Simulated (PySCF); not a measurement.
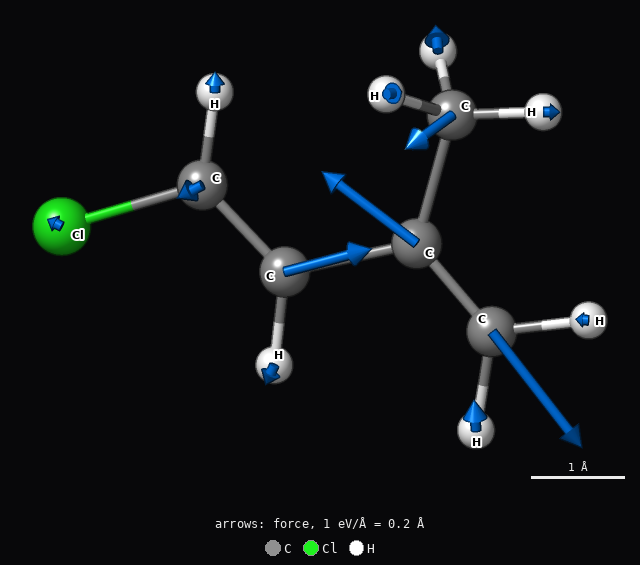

Starting geometry of C$_{5}$H$_{7}$Cl with the computed forces as blue arrows. Style: ball-and-stick. Shown from a free direction.

The start comes from MMFF94s. Its atoms were then displaced at random by about 0.03 Å.

All numbers below come from PBE0-D3(BJ)/def2-SVP geometry optimisation, gas phase (PySCF 2.14.0, density-fitted response routines). 

### Is this structure relaxed? If not, where do the atoms go?

It isn't relaxed: the largest force vector, on a C atom, is 8.06 eV/Å. The final displacements follow the starting forces only in part (cosine between the two patterns 0.56). The atom that moves furthest after the best rigid fit is a C atom (0.10 Å). Largest moves by element: C 0.10 Å, Cl 0.08 Å, H 0.07 Å. Near-neighbour distances that change, for instance: C–C 1.573 → 1.461 Å, C–C 1.259 → 1.345 Å, C–H 1.158 → 1.093 Å, C–H 1.051 → 1.102 Å. Among the angles between lasting bonds that change: C–C–H 126.8° → 118.5°, H–C–H 110.6° → 117.4°, C–C–Cl 116.6° → 122.9°. After 9 geometry steps the energy has fallen by 0.820 eV.
